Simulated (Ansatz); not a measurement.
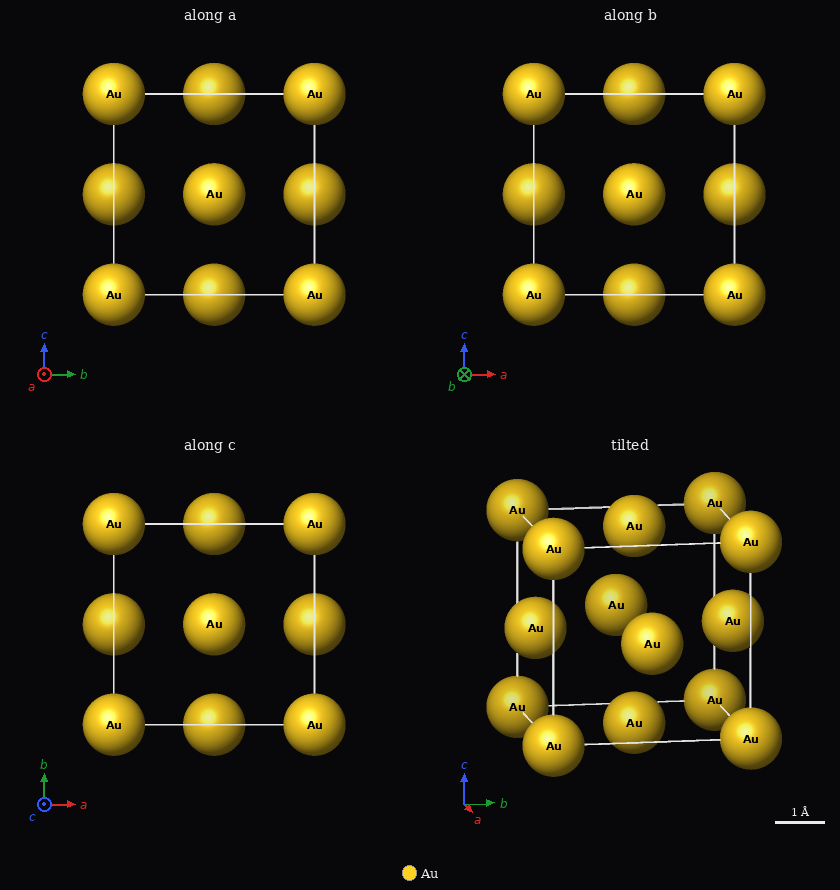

Drawn in the spheres-only manner and seen along the a axis, along the b axis, along the c axis and slightly off an axis. The edges of the conventional unit cell are marked.

Lattice parameters: a = 4.1464 Å, b = 4.1464 Å, c = 4.1464 Å, α = 90.000°, β = 90.000°, γ = 90.000°.

Question: Express the structure as a CIF in P1 with every atom of the cell.

Answer:
```cif
data_structure
_symmetry_space_group_name_H-M 'P 1'
_symmetry_Int_Tables_number 1
_cell_length_a 4.1464
_cell_length_b 4.1464
_cell_length_c 4.1464
_cell_angle_alpha 90.000
_cell_angle_beta 90.000
_cell_angle_gamma 90.000
_cell_volume 71.29
loop_
_atom_site_label
_atom_site_type_symbol
_atom_site_fract_x
_atom_site_fract_y
_atom_site_fract_z
_atom_site_occupancy
Au1 Au 0.0000 0.0000 0.0000 1
Au2 Au 0.0000 0.5000 0.5000 1
Au3 Au 0.5000 0.0000 0.5000 1
Au4 Au 0.5000 0.5000 0.0000 1
```

Its origin is the standard structure of this element. Earlier steps of the study may have refined or changed the cell and positions. An electronic-structure calculation with Ansatz was run on it.
